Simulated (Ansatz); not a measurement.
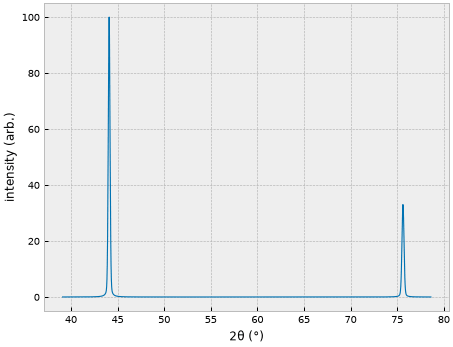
Fig. 1. Simulated powder pattern, Cu Kα1, λ = 1.54056 Å

The pattern belongs to a structure relaxed with the program Ansatz at the PBEsol level (PAW).

### Question
Pick the material that matches.
A. C, diamond
B. TaC, rock salt
C. Ge, diamond
D. Si, diamond

### Answer
A, C, diamond

Space group Fd-3m (diamond). The cell was relaxed with PBEsol under the symmetry of its start.

Potentials: the later of the program's two PAW sets.
